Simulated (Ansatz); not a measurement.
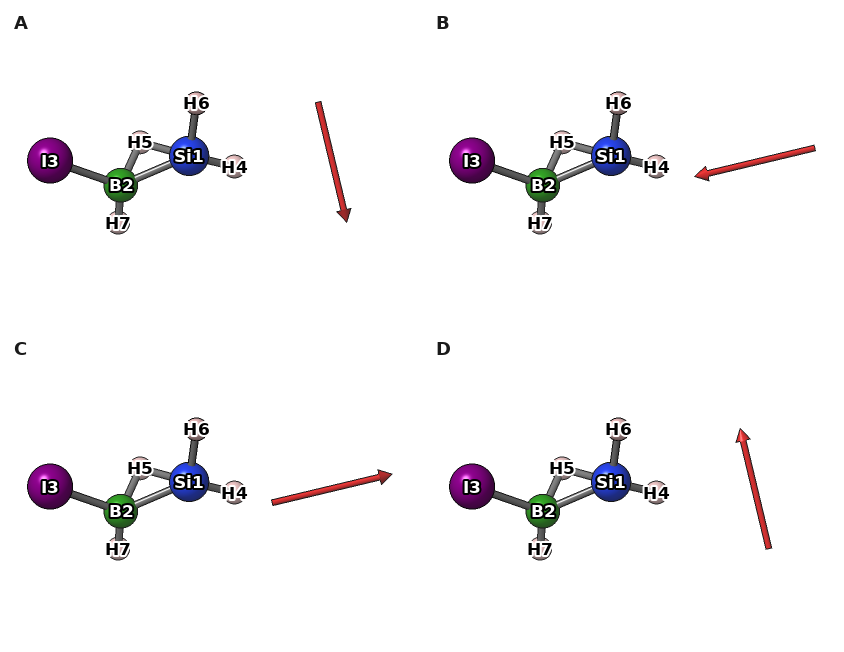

The same molecule four times, each with an arrow. The geometry was computed by an optimisation with PBE-D4/def2-SVP. No frequency run is at hand to confirm it as a minimum. Level of theory: RKS PBE-D4/def2-SVP, core potentials on I (Ansatz 0.2.0).

> Which arrow points along the dipole moment, from the negative to the positive end?

C. The dipole moment is 2.49 D; it points from the side of I3 to the side of H4 (the outermost atoms at the two ends).
